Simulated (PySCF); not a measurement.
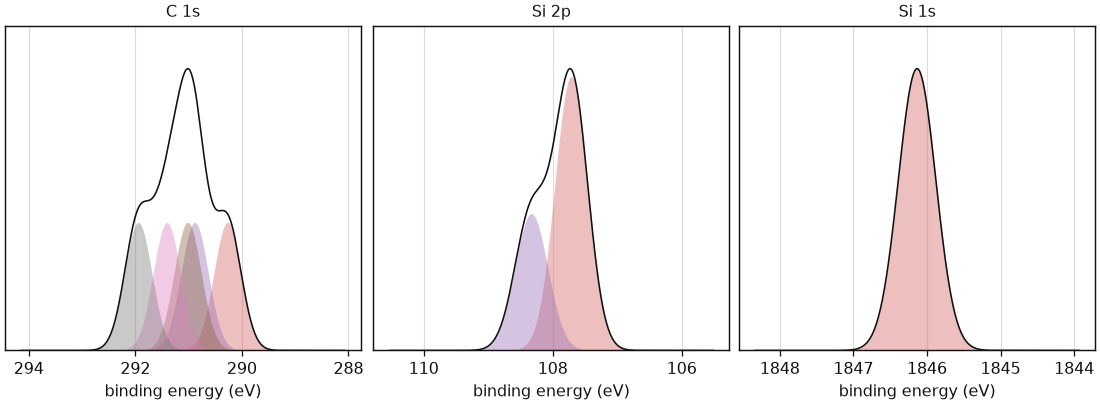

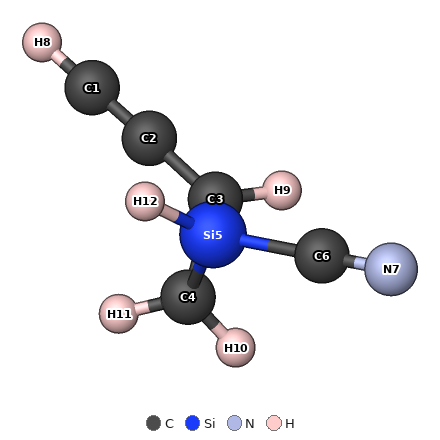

Simulated XPS of C₅H₅NSi, SMILES C#C[C@@H]1C[Si@H]1C#N. Vertical core-electron binding energies by ΔSCF (B3LYP, pcX-2 on the ionised atom, pcseg-1 elsewhere, spin-free X2C; PySCF, at a PBE0-D3(BJ)/def2-SVP geometry (no frequency check)), gas phase, against the vacuum level. One atom of each kind was ionised; within a panel, areas follow the number of like atoms and 2j + 1 (2p levels are split by first-order spin-orbit coupling, an approximation), each panel is scaled alone, Gaussians of 0.6 eV full width. Only the regions named are shown. Lines closer than the width merge in the curve.

Q: Which atoms give which peak?

A:
| level | atoms | binding energy (eV) |
| --- | --- | --- |
| C 1s | C6 | 291.9 |
| C 1s | C3 | 291.4 |
| C 1s | C2 | 291.0 |
| C 1s | C4 | 290.9 |
| C 1s | C1 | 290.3 |
| Si 2p1/2 | Si5 | 108.3 |
| Si 2p3/2 | Si5 | 107.7 |
| Si 1s | Si5 | 1846.1 |

Q: How large is the chemical shift across the C 1s region?

A: 1.7 eV, from C1 at 290.3 eV to C6 at 291.9 eV.
